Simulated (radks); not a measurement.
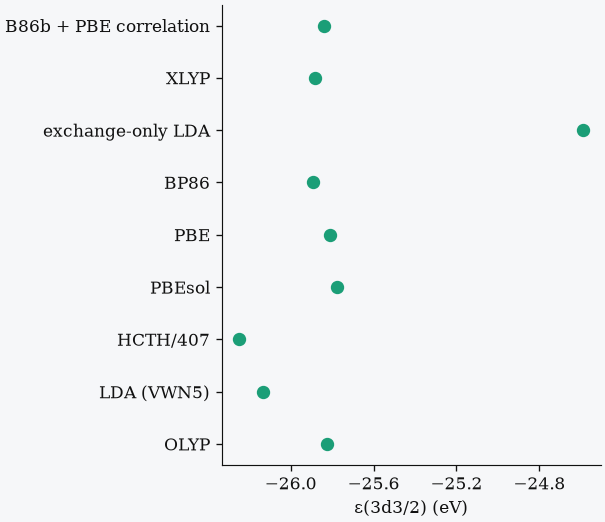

The Fe²⁺ ion; electrons: [Ar] 3d6 (open shells shared over both j by 2j + 1). All runs are Dirac and spherical, computed with the in-house radial solver radks. The plot shows the eigenvalue (eV) of the 3d3/2 orbital by 9 methods.

How much do the methods differ, and in which order?

Answer. The deepest is HCTH/407 (−26.25) and the shallowest exchange-only LDA (−24.59), a spread of 1.66 eV. In order (eV): HCTH/407 (−26.25), LDA (VWN5) (−26.14), BP86 (−25.89), XLYP (−25.88), B86b + PBE correlation (−25.84), OLYP (−25.82), PBE (−25.81), PBEsol (−25.78), exchange-only LDA (−24.59).
